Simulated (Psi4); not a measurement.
# C4F6 (hexafluoro-1,3-butadiene) at B3LYP/6-31G(d) (Cartesian functions)

Aim: the vertical ionisation energy of C4F6 (hexafluoro-1,3-butadiene) at B3LYP/6-31G* (Cartesian functions), from 2 runs. The job is set up through a Python script.

Program for the calculation: Psi4 1.11.

### Step 1. Starting point

C4F6: 10 atoms, total charge 0, spin state singlet. SMILES: `FC(F)=C(F)C(F)=C(F)F`. The coordinates come from a PBE0-D4/def2-TZVP relaxation. This is one conformer, not always the lowest.

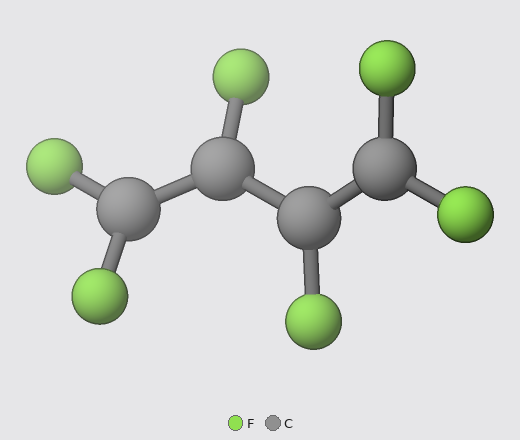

Viewed from a chosen angle; fluorine green, carbon grey.

### Step 2. Energy and forces at B3LYP/6-31G(d) (Cartesian functions)

Input file c4f6.xyz:

```xyz
10
C4F6
F     -2.053810     1.662800     1.377130
C     -0.968210     0.957120     1.216850
F     -0.221410     0.945930     2.287420
C     -0.667650     0.310880     0.093330
F     -1.492030     0.446590    -0.950910
C      0.469880    -0.568880    -0.081660
F      0.861420    -1.269360     0.988150
C      1.122480    -0.755840    -1.225950
F      0.870130    -0.099570    -2.325770
F      2.079220    -1.629640    -1.378580
```

Input file job.py:

```python
import psi4

psi4.set_memory(2200000000)
psi4.set_num_threads(1)
psi4.core.set_output_file('psi4.out', False)

with open('c4f6.xyz') as f:
    atoms = ''.join(f.readlines()[2:])
molecule = psi4.geometry('0 1\n' + atoms + 'symmetry c1')

psi4.set_options({
    'reference': 'rks',
    'puream': False,
    'e_convergence': 1e-09,
    'd_convergence': 1e-08,
    'scf_type': 'pk',
    'dft_radial_points': 99,
    'dft_spherical_points': 590,
})

e, wfn = psi4.gradient("b3lyp/6-31G*", molecule=molecule, return_wfn=True)
psi4.oeprop(wfn, "QUADRUPOLE", "MULLIKEN_CHARGES", "DIPOLE", title="B3LYP")
print('gradient / Eh bohr^-1')
print(e.np.round(6))
print(f'energy = {wfn.energy():.10f} Eh')
```

The run is started by

```bash
python job.py
```

psi4.out, cut to the lines that bear on the results:

```text
[...]
  Running in c1 symmetry.
[...]
  Nuclear repulsion =  564.449320957718328
[...]
  Multiplicity = 1
[...]
  Nalpha       = 39
  Nbeta        = 39
[...]
    Number of basis functions: 150
[...]
   @RKS iter   1:  -751.23717140556391   -1.19372e-02   3.70923e-03 DIIS/ADIIS
[...]
   @RKS iter  11:  -751.35718549781041   -5.67297e-11   6.50820e-09 DIIS
[...]
  @RKS Final Energy:  -751.35718549781041
   => Energetics <=
    Nuclear Repulsion Energy =            564.4493209577183279
    One-Electron Energy =               -2163.5637343615439931
    Two-Electron Energy =                 916.0778188063162588
    DFT Exchange-Correlation Energy =     -68.3205909003009424
    Empirical Dispersion Energy =           0.0000000000000000
    VV10 Nonlocal Energy =                  0.0000000000000000
    Total Energy =                       -751.3571854978104056
[...]
  -Total Gradient:
     Atom            X                  Y                   Z
    ------   -----------------  -----------------  -----------------
       1        0.013520524804    -0.008093510545    -0.000809963471
       2       -0.001659732318     0.002862403071     0.005244865110
       3       -0.010021695164     0.001213484936    -0.012298033396
       4       -0.005898573276     0.002855553687    -0.002913664043
       5        0.007863954275    -0.001752612036     0.010971943916
       6        0.004419431015    -0.004784124930     0.002992560248
       7       -0.004218384909     0.006503652868    -0.011187788740
       8        0.002970531427    -0.001166704945    -0.005307231238
       9        0.004320829610    -0.008649486236     0.012629020354
      10       -0.011304745583     0.011001096580     0.000678764604
[...]
 Multipole Moments:
 ------------------------------------------------------------------------------------
     Multipole            Electronic (a.u.)      Nuclear  (a.u.)        Total (a.u.)
 ------------------------------------------------------------------------------------
 L = 1.  Multiply by 2.5417464519 to convert [e a0] to [Debye]
 Dipole X            :          0.0921697           -0.0304044            0.0617653
 Dipole Y            :          0.1202337           -0.0396456            0.0805881
 Dipole Z            :         -0.0054358            0.0017932           -0.0036426
 Magnitude           :                                                    0.1016005
 L = 2.  Multiply by 1.3450342976 to convert [e a0^2] to [Debye ang]
 Quadrupole XX       :       -495.0146124          457.1825013          -37.8321111
 Quadrupole XY       :        334.2117396         -332.9443403            1.2673994
[...]
  Mulliken Charges: (a.u.)
   Center  Symbol    Alpha    Beta     Spin     Total
       1     F     4.60806  4.60806  0.00000 -0.21613
       2     C     2.74852  2.74852  0.00000  0.50296
       3     F     4.60625  4.60625  0.00000 -0.21249
       4     C     2.90321  2.90321  0.00000  0.19359
       5     F     4.63396  4.63396  0.00000 -0.26792
       6     C     2.90321  2.90321  0.00000  0.19359
       7     F     4.63396  4.63396  0.00000 -0.26792
       8     C     2.74852  2.74852  0.00000  0.50295
       9     F     4.60625  4.60625  0.00000 -0.21250
      10     F     4.60806  4.60806  0.00000 -0.21612
[...]
```

The script printed:

```text
gradient / Eh bohr^-1
[[ 0.013521 -0.008094 -0.00081 ]
 [-0.00166   0.002862  0.005245]
 [-0.010022  0.001213 -0.012298]
 [-0.005899  0.002856 -0.002914]
 [ 0.007864 -0.001753  0.010972]
 [ 0.004419 -0.004784  0.002993]
 [-0.004218  0.006504 -0.011188]
 [ 0.002971 -0.001167 -0.005307]
 [ 0.004321 -0.008649  0.012629]
 [-0.011305  0.011001  0.000679]]
energy = -751.3571854978 Eh
```

Wall time 48 s (1 thread of AMD EPYC 7R43 (Zen 3), shared host); peak memory 1.4 GiB.

### Step 3. The doublet cation

Input file c4f6.py:

```python
import psi4

psi4.set_memory('2200 MB')
psi4.set_num_threads(1)
psi4.core.set_output_file('run.log', False)

molecule = psi4.geometry("""
1 2
F     -2.053810     1.662800     1.377130
C     -0.968210     0.957120     1.216850
F     -0.221410     0.945930     2.287420
C     -0.667650     0.310880     0.093330
F     -1.492030     0.446590    -0.950910
C      0.469880    -0.568880    -0.081660
F      0.861420    -1.269360     0.988150
C      1.122480    -0.755840    -1.225950
F      0.870130    -0.099570    -2.325770
F      2.079220    -1.629640    -1.378580
symmetry c1
""")

psi4.set_options({
    'reference': 'uks',
    'puream': False,
    'e_convergence': 1e-09,
    'd_convergence': 1e-08,
    'scf_type': 'pk',
    'dft_radial_points': 99,
    'dft_spherical_points': 590,
    'maxiter': 100,
})

e, wfn = psi4.gradient('b3lyp/6-31G*', return_wfn=True)
psi4.oeprop(wfn, 'MAYER_INDICES', 'LOWDIN_CHARGES', 'WIBERG_LOWDIN_INDICES', title='B3LYP')
print('gradient / Eh bohr^-1')
print(e.np.round(6))
print(f'energy = {wfn.energy():.10f} Eh')
for k, v in sorted(psi4.core.scalar_variables().items()):
    print(f'{k:45s} {v:18.10f}')
```

The run is started by

```bash
python c4f6.py
```

run.log, cut to the lines that bear on the results:

```text
[...]
  Running in c1 symmetry.
[...]
  Nuclear repulsion =  564.449320957718328
[...]
  Multiplicity = 2
[...]
  Nalpha       = 39
  Nbeta        = 38
[...]
    Number of basis functions: 150
[...]
   @UKS iter   1:  -750.95542657859278    2.69808e-01   3.10174e-03 ADIIS/DIIS
[...]
   @UKS iter  13:  -751.03209971035653   -8.07177e-12   6.01460e-09 DIIS
[...]
   @S^2 Observed:                7.559629551E-01
[...]
  @UKS Final Energy:  -751.03209971035653
   => Energetics <=
    Nuclear Repulsion Energy =            564.4493209577183279
    One-Electron Energy =               -2145.3224243807417224
    Two-Electron Energy =                 897.7676914703391731
    DFT Exchange-Correlation Energy =     -67.9266877576723260
    Empirical Dispersion Energy =           0.0000000000000000
    VV10 Nonlocal Energy =                  0.0000000000000000
    Total Energy =                       -751.0320997103565333
[...]
 Multipole Moments:
 ------------------------------------------------------------------------------------
     Multipole            Electronic (a.u.)      Nuclear  (a.u.)        Total (a.u.)
 ------------------------------------------------------------------------------------
 L = 1.  Multiply by 2.5417464519 to convert [e a0] to [Debye]
 Dipole X            :          0.1165647           -0.0304044            0.0861604
 Dipole Y            :          0.1520776           -0.0396456            0.1124320
 Dipole Z            :         -0.0068723            0.0017932           -0.0050791
 Magnitude           :                                                    0.1417405
[...]
  -Total Gradient:
     Atom            X                  Y                   Z
    ------   -----------------  -----------------  -----------------
       1       -0.017357174286     0.012392787876     0.010728315097
       2        0.025930536002    -0.040485492186    -0.078920913503
       3        0.005490923717     0.004285836790     0.018747748582
       4       -0.015952634020     0.038407824229     0.067028232588
       5       -0.010264655289    -0.004968810103    -0.010399083272
       6        0.038274272659    -0.009282841154    -0.068354446627
       7       -0.001657221506    -0.010592329200     0.011102861831
       8       -0.042356876289     0.019043359291     0.079905111429
       9        0.001881633548     0.005333642335    -0.019189442785
      10        0.016003417263    -0.014144118775    -0.010647915020
[...]
```

On the terminal:

```text
gradient / Eh bohr^-1
[[-0.017357  0.012393  0.010728]
 [ 0.025931 -0.040485 -0.078921]
 [ 0.005491  0.004286  0.018748]
 [-0.015953  0.038408  0.067028]
 [-0.010265 -0.004969 -0.010399]
 [ 0.038274 -0.009283 -0.068354]
 [-0.001657 -0.010592  0.011103]
 [-0.042357  0.019043  0.079905]
 [ 0.001882  0.005334 -0.019189]
 [ 0.016003 -0.014144 -0.010648]]
energy = -751.0320997104 Eh
CURRENT ENERGY                                   -751.0320997104
CURRENT REFERENCE ENERGY                         -751.0320997104
DD SOLVATION ENERGY                                 0.0000000000
DFT FUNCTIONAL TOTAL ENERGY                      -751.0320997104
DFT TOTAL ENERGY                                 -751.0320997104
DFT VV10 ENERGY                                     0.0000000000
DFT XC ENERGY                                     -67.9266877577
GRID ELECTRONS ALPHA                               39.0000001960
GRID ELECTRONS BETA                                38.0000001425
GRID ELECTRONS TOTAL                               77.0000003384
NUCLEAR REPULSION ENERGY                          564.4493209577
ONE-ELECTRON ENERGY                             -2145.3224243807
PCM POLARIZATION ENERGY                             0.0000000000
PE ENERGY                                           0.0000000000
SCF ITERATION ENERGY                             -751.0320997104
SCF ITERATIONS                                     13.0000000000
SCF TOTAL ENERGY                                 -751.0320997104
TWO-ELECTRON ENERGY                               897.7676914703
XC GRID RADIAL POINTS                              99.0000000000
XC GRID SPHERICAL POINTS                          590.0000000000
XC GRID TOTAL POINTS                           546212.0000000000
```

Wall time 2 min (1 thread of AMD EPYC 7R43 (Zen 3), shared host); peak memory 1.4 GiB.

### Step 4. Summary of results

Level: B3LYP/6-31G* (Cartesian functions).

```
                                          quantity          value
                        singlet C4F6: total energy  -751.35719 Eh
                       singlet C4F6: dipole moment         0.26 D
                         singlet C4F6: HOMO energy       -6.42 eV
                         singlet C4F6: LUMO energy       -0.74 eV
                       singlet C4F6: HOMO–LUMO gap        5.67 eV
            singlet C4F6: largest force on an atom     0.818 eV/Å
                      doublet cation: total energy  -751.03210 Eh
doublet cation: HOMO energy (highest over α and β)      -13.41 eV
 doublet cation: LUMO energy (lowest over α and β)      -11.27 eV
                              doublet cation: ⟨S²⟩          0.756
          doublet cation: largest force on an atom     4.752 eV/Å
vertical ionisation energy (to the doublet cation)       8.846 eV
```

In words: The vertical ionisation energy comes to 8.85 eV (204 kcal/mol). The largest force (singlet C4F6) is 0.82 eV/Å: the shape isn't a stationary point for this species at this level. The negative HOMO energy of the first species, 6.42 eV, lies 2.43 eV below that difference.
